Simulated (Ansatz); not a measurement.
Consider C3H8Si2.

```yaml
atoms:
  - { symbol: C, position_ang: [-2.6135, 1.6632, -0.1800] }
  - { symbol: C, position_ang: [-1.4737, 1.2353, -0.1288] }
  - { symbol: Si, position_ang: [0.2333, 0.5371, -0.0646] }
  - { symbol: C, position_ang: [0.7020, 0.1279, 1.7199] }
  - { symbol: Si, position_ang: [0.2948, -1.3701, -1.4560] }
  - { symbol: H, position_ang: [-3.6178, 2.0444, -0.2239] }
  - { symbol: H, position_ang: [1.1718, 1.5660, -0.6073] }
  - { symbol: H, position_ang: [0.6571, 1.0333, 2.3464] }
  - { symbol: H, position_ang: [1.7274, -0.2738, 1.7665] }
  - { symbol: H, position_ang: [0.0156, -0.6205, 2.1461] }
  - { symbol: H, position_ang: [-0.0257, -1.0050, -2.8678] }
  - { symbol: H, position_ang: [-0.6945, -2.3859, -0.9849] }
  - { symbol: H, position_ang: [1.6560, -1.9902, -1.4236] }
```

The calculation used RKS B3LYP/def2-SVP in Ansatz.

Question: What can the converged electron density and electron localisation function tell about the bonding?

Answer: C–C (1.22 Å): the density is about 2.7 e/Å³ at the midpoint; the ELF peaks at about 0.85 between the atoms; a multiple bond.
C–Si (1.85 Å): ρ at the midpoint is about 0.93 e/Å³; the ELF peaks at about 0.95 between the atoms (localised, covalent bonding).
Si–Si (2.36 Å): ρ at the midpoint is about 0.64 e/Å³; the ELF peaks at about 1 between the atoms; localised, covalent bonding.
C–H (1.08 Å): ρ at the midpoint is about 2 e/Å³; the ELF climbs to about 1 towards the hydrogen, as it does in any bond to H; an ordinary covalent bond to hydrogen.

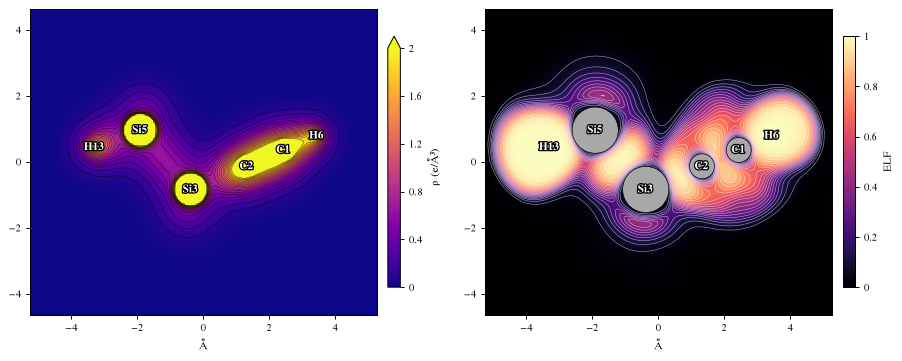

Computed electron density and electron localisation function on the plane of atoms C2, Si3 and Si5, in this order. Grey discs cover the atomic cores in the ELF map. 
